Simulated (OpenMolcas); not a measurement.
# Single-point calculation, with input and output: BCl3 (charge −1) (part 1 of 2)

- system: BCl3, charge −1, multiplicity 2
- method: ROMP2/cc-pVTZ, ROHF (OpenMolcas 26.06)

The geometry is that of the parent species in another charge or spin state. The geometry comes from this level: GFN2-xTB.

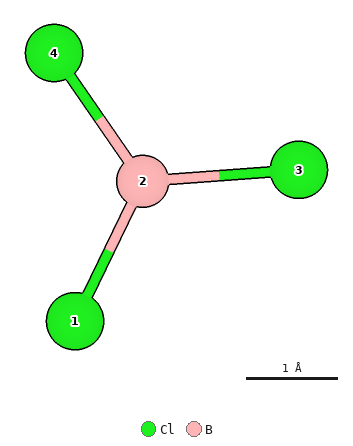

**Figure 1.** The structure as given in the input (ball-and-stick view, seen on its broad side; atoms are numbered from 1 in the order of the input). Bond lengths as drawn: B–Cl 1.72 Å.

## Input
```
* BCl3 ROMP2

&gateway
 baslib=$CurrDir
 coord=input.xyz
 basis=cc-pVTZ
 group=NoSym

&seward

&scf
 uhf
 charge=-1
 spin=2
 prorbitals=1 1

&rasscf
 fileorb=$Project.UnaOrb
 spin=2
 nactel=1 0 0
 inactive=28
 ras2=1
 outorbitals=Canonical
 orblisting=Nothing

&caspt2
 ipea=0.0
 frozen=15
```

## File input.xyz
```
4

Cl    -0.256530     0.511960     1.625270
B      0.001870     0.001270    -0.000300
Cl     0.933950    -1.412250    -0.321330
Cl    -0.679300     0.899020    -1.303640
```

Launched with:
```bash
export MOLCAS_MEM=1860
pymolcas job.inp > job.log
```

## Log
```
--- Start Module: gateway ---

                                              &GATEWAY

                       available to each process: 1.9 GB of memory, 1 thread

 Basis Set     1 Label: CL.CC-PVTZ
 Basis set is read from library:.
 basistype.tbl is not found

 Basis Set     2 Label: B.CC-PVTZ
 Basis set is read from library:.
 basistype.tbl is not found

 Basis Set     3 Label: CL.CC-PVTZ
 Basis set is read from library:.
 basistype.tbl is not found

++    Symmetry information:
      ---------------------

                    Character Table for C1

                             E
                    a        1  x, y, xy, Rz, z, xz, Ry, yz, Rx, I
--

++    Basis set information:
      ----------------------

      Basis set label: CL.CC-PVTZ.........

      Electronic valence basis set:
      ------------------
      Associated Effective Charge  17.000000 au
      Associated Actual Charge     17.000000 au
      Nuclear Model: Point charge

      Shell  nPrim  nBasis  Cartesian Spherical Contaminant
         s      15       5        X
         p       9       4        X
         d       2       2                 X
         f       1       1                 X

      Basis set label: B.CC-PVTZ.........

      Electronic valence basis set:
      ------------------
      Associated Effective Charge   5.000000 au
      Associated Actual Charge      5.000000 au
      Nuclear Model: Point charge

      Shell  nPrim  nBasis  Cartesian Spherical Contaminant
         s      10       4        X
         p       5       3        X
         d       2       2                 X
         f       1       1                 X

      Basis set label: CL.CC-PVTZ.........

      Electronic valence basis set:
      ------------------
      Associated Effective Charge  17.000000 au
      Associated Actual Charge     17.000000 au
      Nuclear Model: Point charge

      Shell  nPrim  nBasis  Cartesian Spherical Contaminant
         s      15       5        X
         p       9       4        X
         d       2       2                 X
         f       1       1                 X
--

++    Molecular structure info:
      -------------------------

                    ************************************************
                    **** Cartesian Coordinates / bohr, angstrom ****
                    ************************************************

     Center  Label                x              y              z                     x              y              z
        1      CL1             -0.484771       0.967464       3.071315             -0.256530       0.511960       1.625270
        2      B2               0.003534       0.002400      -0.000567              0.001870       0.001270      -0.000300
        3      CL3              1.764910      -2.668766      -0.607226              0.933950      -1.412250      -0.321330
        4      CL4             -1.283691       1.698902      -2.463523             -0.679300       0.899020      -1.303640

                    ***************************************
                    *    InterNuclear Distances / bohr    *
                    ***************************************

               1 CL1           2 B2            3 CL3           4 CL4
    1 CL1      0.000000
    2 B2       3.256724        0.000000
    3 CL3      5.640470        3.256625        0.000000
    4 CL4      5.639832        3.255951        5.640596        0.000000

                    *******************************************
                    *    InterNuclear Distances / angstrom    *
                    *******************************************

               1 CL1           2 B2            3 CL3           4 CL4
    1 CL1      0.000000
    2 B2       1.723384        0.000000
    3 CL3      2.984808        1.723332        0.000000
    4 CL4      2.984470        1.722975        2.984875        0.000000
--

            Nuclear Potential Energy            232.02178971 au

--- Stop Module: gateway /rc=_RC_ALL_IS_WELL_ ---

--- Start Module: seward ---

                                              &SEWARD

                       available to each process: 1.9 GB of memory, 1 thread

               SEWARD will generate:
                  Multipole Moment integrals up to order  2
                  Kinetic Energy integrals
                  Nuclear Attraction integrals (point charge)
                  One-Electron Hamiltonian integrals
                  Velocity integrals
                  Orbital angular momentum around ( -0.0007  -0.0005   0.0001 )
                  Velocity quadrupole around ( -0.0007  -0.0005   0.0001 )
                  Two-Electron Repulsion integrals

                   Integrals are discarded if absolute value <: 1.00E-14
                   Integral cutoff threshold is set to       <: 1.00E-16

            Nuclear Potential Energy            232.02178971 au

      Basis set specifications :
      Symmetry species         a
      Basis functions          132

--- Stop Module: seward /rc=_RC_ALL_IS_WELL_ ---
--- Module seward spent 8 seconds ---

--- Start Module: scf ---

                                                &SCF

                       available to each process: 1.9 GB of memory, 1 thread

++    Input section:
      --------------

      Header of the integral files:

      Cartesian coordinates in angstrom:
      -----------------------------------------------------
      No.  Label        X            Y            Z
      -----------------------------------------------------
       1   CL1       -0.25653000   0.51196000   1.62527000
       2   B2         0.00187000   0.00127000  -0.00030000
       3   CL3        0.93395000  -1.41225000  -0.32133000
       4   CL4       -0.67930000   0.89902000  -1.30364000
      -----------------------------------------------------
      Nuclear repulsion energy =  232.02178971
--

++    Orbital specifications:
      -----------------------

      Symmetry species               1
                                     a
      Frozen orbitals                0
      Start temperature = 0.500
      End temperature   = 0.010
      Temperature Factor= 0.460
      Deleted orbitals               0
      Total number of orbitals     132
      Number of basis functions    132
--

      Molecular charge                          -1.000

++    Optimization specifications:
      ----------------------------

      SCF Algorithm: Conventional USCF
      D(i)-D(i-1) density differences are used
      Number of density matrices in core                 5
      Maximum number of NDDO SCF iterations            400
      Maximum number of HF SCF iterations              400
      Threshold for SCF energy change             1.00E-09
      Threshold for density matrix                1.00E-04
      Threshold for Fock matrix                   1.50E-04
      Threshold for linear dependence             1.00E-09
      Threshold at which DIIS is turned on        1.50E-01
      Maximum depth in the DIIS procedure                5
      Maximum depth in the BFGS Hessian update          30
      Threshold at which QNR/C2DIIS is turned on  7.50E-02
      Threshold for Norm(delta) (QNR/C2DIIS)      1.00E-03
      All orbitals punched on: UHFORB
--

      Input vectors read from INPORB
      Orbital file label: *Guess orbitals

++ Convergence information
                               UHF SCF        iterations: Energy and convergence statistics

Iter     Tot. SCF        One-elec.       Two-elec.     Energy      Max Dij or  Max Fij      DNorm      TNorm      AccCon     Time
         Energy          Energy          Energy        Change      Delta Norm                                                in Sec.

 The total and one-electron energies are shifted by a value of      1000. a.u.

   1  -399.167606001 -1416.459682588   785.270286881   0.00E+00    5.51E-01*   8.44E-01*    1.43E+01   2.85E+02   None         1.
   2  -398.555105013 -1388.461315008   757.884420289   6.13E-01*   1.88E-01*   1.26E-01*    3.44E+01   2.77E+02   EDIIS        1.
   3  -402.445030565 -1410.537565290   776.070745018  -3.89E+00*   3.28E-01*   1.60E-01*    8.87E+00   2.82E+02   EDIIS        1.
   4  -403.102059986 -1416.358464901   781.234615208  -6.57E-01*   2.30E-01*   1.56E-01*    9.00E+00   2.84E+02   EDIIS        1.
   5  -403.262921729 -1412.262877011   776.978165575  -1.61E-01*   2.05E-01*   1.20E-01*    3.22E+00   2.82E+02   EDIIS        1.
   6  -403.304737201 -1415.312159573   779.985632664  -4.18E-02*   7.06E-02*   7.10E-02*    1.85E+00   2.83E+02   EDIIS        1.
   7  -403.328640432 -1413.719679442   778.369249303  -2.39E-02*   6.65E-02*   3.24E-02*    5.44E-01   2.83E+02   EDIIS        1.
   8  -403.331171894 -1414.442622862   779.089661261  -2.53E-03*   1.97E-02*   1.77E-02*    4.16E-01   2.83E+02   EDIIS        1.

       Fermi aufbau procedure completed!
      nOcc(alpha)=   29
      nOcc(beta) =   28

   9  -403.332517482 -1414.059734992   778.705427804  -1.35E-03*   1.44E-02*   5.47E-03*    1.33E-01   2.83E+02   c2DIIS       1.
  10  -403.332808406 -1414.180396687   778.825798574  -2.91E-04*   1.08E-02*   1.85E-03*    5.87E-02   2.83E+02   QNRc2DIIS    1.
  11  -403.332841357 -1414.176773585   778.822142522  -3.30E-05*   1.89E-02*   1.21E-03*    3.29E-02   2.83E+02   QNRc2DIIS    1.
  12  -403.332861699 -1414.190599581   778.835948174  -2.03E-05*   1.68E-03*   3.18E-04*    5.99E-02   2.83E+02   QNRc2DIIS    1.
  13  -403.332862567 -1414.184650360   778.829998086  -8.68E-07*   1.01E-03*   7.82E-05     5.28E-03   2.83E+02   QNRc2DIIS    1.
  14  -403.332862692 -1414.184209397   778.829556998  -1.25E-07*   1.63E-04    9.61E-06     2.54E-03   2.83E+02   QNRc2DIIS    1.
  15  -403.332862695 -1414.184407156   778.829754754  -3.16E-09*   3.45E-05    2.70E-06     3.61E-04   2.83E+02   QNRc2DIIS    1.
  16  -403.332862695 -1414.184250549   778.829598147  -1.25E-10    6.05E-06    8.00E-07     1.09E-04   2.83E+02   QNRc2DIIS    1.

       Convergence after  16 Iterations
--

 *****************************************************************************************************************************
 *                                             SCF/KS-DFT Program, Final results                                             *
 *                                                       Final Results                                                       *
 *****************************************************************************************************************************

::    Total SCF energy                              -1403.3328626952
      One-electron energy                           -2414.1842505492
      Two-electron energy                             778.8295981471
      Nuclear repulsion energy                        232.0217897069
      Kinetic energy (interpolated)                  1403.9713070216
      Virial theorem                                    0.9995452583
      Total spin, S(S+1)                                0.7659225447
      Total spin, S                                     0.5079298312
      Max non-diagonal density matrix element           0.0000016040
      Max non-diagonal Fock matrix element              0.0000001738

      All orbitals with orbital energies smaller than  E(LUMO)+0.5 are printed

++    Molecular orbitals:
      -------------------

      Title: UHF orbitals (alpha)

      Molecular orbitals for symmetry species 1: a

          Orbital            1         2         3         4         5         6         7         8         9        10
          Energy         -104.6223 -104.6222 -104.6222  -10.3504  -10.3504  -10.3504   -7.8174   -7.8174   -7.8174   -7.8161
          Occ. No.          1.0000    1.0000    1.0000    1.0000    1.0000    1.0000    1.0000    1.0000    1.0000    1.0000

          Orbital           11        12        13        14        15        16        17        18        19        20
          Energy           -7.8161   -7.8161   -7.8161   -7.8161   -7.8161   -7.4356   -0.9506   -0.8878   -0.8877   -0.4896
          Occ. No.          1.0000    1.0000    1.0000    1.0000    1.0000    1.0000    1.0000    1.0000    1.0000    1.0000

          Orbital           21        22        23        24        25        26        27        28        29        30
          Energy           -0.3782   -0.3782   -0.3608   -0.2761   -0.2760   -0.2671   -0.2671   -0.2333   -0.0030    0.3429
          Occ. No.          1.0000    1.0000    1.0000    1.0000    1.0000    1.0000    1.0000    1.0000    1.0000    0.0000

          Orbital           31        32        33        34        35        36        37        38        39        40
          Energy            0.4054    0.4054    0.4586    0.4668    0.5058    0.5059    0.5964    0.5964    0.6233    0.6422
          Occ. No.          0.0000    0.0000    0.0000    0.0000    0.0000    0.0000    0.0000    0.0000    0.0000    0.0000

          Orbital           41        42        43        44        45        46        47        48
          Energy            0.6422    0.7083    0.7084    0.7119    0.7119    0.7189    0.7647    0.7751
          Occ. No.          0.0000    0.0000    0.0000    0.0000    0.0000    0.0000    0.0000    0.0000

--

      All orbitals with orbital energies smaller than  E(LUMO)+0.5 are printed

++    Molecular orbitals:
      -------------------

      Title: UHF orbitals (beta)

      Molecular orbitals for symmetry species 1: a

          Orbital            1         2         3         4         5         6         7         8         9        10
          Energy         -104.6221 -104.6221 -104.6221  -10.3503  -10.3503  -10.3502   -7.8183   -7.8183   -7.8182   -7.8161
          Occ. No.          1.0000    1.0000    1.0000    1.0000    1.0000    1.0000    1.0000    1.0000    1.0000    1.0000

          Orbital           11        12        13        14        15        16        17        18        19        20
          Energy           -7.8161   -7.8161   -7.8143   -7.8143   -7.8143   -7.4181   -0.9380   -0.8845   -0.8845   -0.4487
          Occ. No.          1.0000    1.0000    1.0000    1.0000    1.0000    1.0000    1.0000    1.0000    1.0000    1.0000

          Orbital           21        22        23        24        25        26        27        28        29        30
          Energy           -0.3714   -0.3714   -0.3104   -0.2683   -0.2683   -0.2540   -0.2539   -0.2328    0.3598    0.3609
          Occ. No.          1.0000    1.0000    1.0000    1.0000    1.0000    1.0000    1.0000    1.0000    0.0000    0.0000

          Orbital           31        32        33        34        35        36        37        38        39        40
          Energy            0.4075    0.4075    0.4996    0.5122    0.5145    0.5146    0.5973    0.5974    0.6535    0.6535
          Occ. No.          0.0000    0.0000    0.0000    0.0000    0.0000    0.0000    0.0000    0.0000    0.0000    0.0000

          Orbital           41        42        43        44        45        46        47        48        49        50
          Energy            0.6566    0.7147    0.7147    0.7172    0.7247    0.7248    0.7789    0.7875    0.8509    0.8510
          Occ. No.          0.0000    0.0000    0.0000    0.0000    0.0000    0.0000    0.0000    0.0000    0.0000    0.0000

--

++    Molecular charges:
      ------------------

      Mulliken charges per centre and basis function type
      ---------------------------------------------------

                            CL1                     B2                      CL3                     CL4
                     alpha        beta       alpha        beta       alpha        beta       alpha        beta
      1s           2.9235      2.9256      1.4143      1.3299      2.9235      2.9256      2.9234      2.9256
      2px          1.9748      1.9594      0.7399      0.1421      1.9079      1.9066      1.9418      1.9333
      2pz          1.7587      1.8053      0.2909      0.2510      1.9697      1.9719      1.8370      1.8671
      2py          1.9574      1.9548      0.4945      0.2017      1.8133      1.8408      1.9120      1.9189
      3d2+         0.0025      0.0004      0.0100      0.0130      0.0239      0.0027      0.0108      0.0010
      3d1+         0.0185      0.0025      0.0131      0.0147      0.0021      0.0012      0.0135      0.0035
      3d0          0.0096      0.0074      0.0168      0.0173      0.0029      0.0028      0.0039      0.0033
      3d1-         0.0114      0.0041      0.0167      0.0170      0.0029      0.0025      0.0113      0.0053
      3d2-         0.0011      0.0004      0.0105      0.0138      0.0114      0.0056      0.0035      0.0017
      4f3+         0.0000      0.0000      0.0010      0.0018      0.0005      0.0005      0.0001      0.0001
      4f2+         0.0003      0.0001      0.0013      0.0013      0.0001      0.0001      0.0007      0.0001
      4f1+         0.0008      0.0002      0.0020      0.0023      0.0001      0.0001      0.0004      0.0002
      4f0          0.0006      0.0006      0.0031      0.0033      0.0002      0.0001      0.0002      0.0002
      4f1-         0.0007      0.0004      0.0027      0.0029      0.0003      0.0002      0.0005      0.0004
      4f2-         0.0001      0.0001      0.0020      0.0024      0.0003      0.0002      0.0004      0.0004
      4f3-         0.0000      0.0000      0.0013      0.0020      0.0011      0.0002      0.0002      0.0001
      Total        8.6600      8.6613      3.0202      2.0165      8.6600      8.6612      8.6599      8.6610
      Total             17.3213                  5.0366                 17.3212                 17.3209

      Charge           -0.3213                 -0.0366                 -0.3212                 -0.3209

      Total electronic charge=   57.000000

      Total            charge=   -1.000000
--

++    Molecular orbitals:
      -------------------

      Title: Natural orbitals

      Molecular orbitals for symmetry species 1: a

          Orbital            1         2         3         4         5         6         7         8         9        10
          Energy         -104.6222 -104.6222 -104.6221  -10.3481  -10.3479  -10.3471   -7.8146   -7.8158   -7.8146   -7.8146
          Occ. No.          2.0000    2.0000    2.0000    2.0000    2.0000    2.0000    2.0000    2.0000    2.0000    2.0000
```
